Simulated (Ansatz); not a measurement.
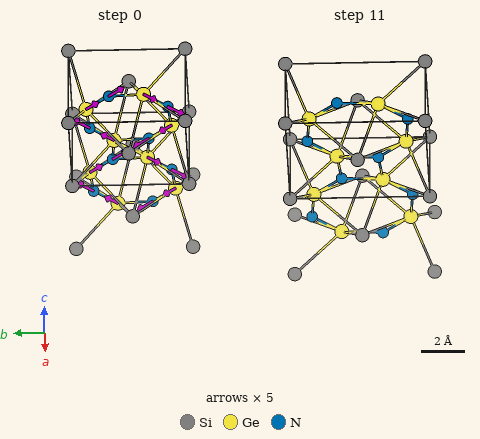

The structure of crystalline SiGe2N2 (built on the LaB2C2 type) (coarse preliminary run) before (left) and after (right) a relaxation, at one scale. The purple arrows give the displacements (the part carried along by the change of the cell is left out), 5 times their true length.

Style: ball-and-stick. Shown: the cell of the calculation, repeated 2 × 1 × 1 with one cell outlined, from a free direction.

Case: LaB2C2 type (P4/mbm, No. 127).

These are results of DFT PBE, scalar-relativistic, plane waves, PAW (Ansatz 0.2.0), not measurements. Settings: plane-wave cutoff 420 eV; k-point mesh 4 × 4 × 4; occupations gaussian; smearing width 0.1 eV; no spin polarisation; cell and atoms relaxed; force threshold 0.04 eV/Å; at most 70 steps.

Summarise the run.

The energy falls by 1657 meV per atom in 9 accepted moves (11 points after the start). The largest force component goes from 3.2 to 0.026 eV/Å. Pressure: 91.82 GPa at the start and 0.12 GPa at the end. The SCF was repeated twice at an unchanged geometry on a basis and grid sized afresh for the cell, which shifted the energy by 44.8 meV per atom at most. The largest moves relative to the cell, 0.23 Å, are those of N atoms. By element the largest moves are N 0.23 Å, Ge 0.19 Å. Si stays in place. Cell: a = b 5.497 → 6.583 Å (+19.8 %), c 4.028 → 3.321 Å (−17.6 %). Volume +18.3 %. Near-neighbour distances that change, for instance: Ge–Ge 2.156 → 2.957 Å, Ge–N 1.564 → 1.912 Å, Ge–N 1.647 → 1.946 Å, Ge–Si 2.929 → 2.982 Å. Among the angles between lasting bonds that change: N–Ge–N 98.2° → 81.1°, Ge–N–Ge 81.8° → 98.9°, N–Ge–N 130.9° → 139.4°. The space group stays P4/mbm (No. 127). The run took 120 s on 1 thread of Arm Neoverse V2, on a shared host, peak memory 0.44 GiB.

Limits of the set-up: the k-point mesh is coarse for a cell with partly filled bands.
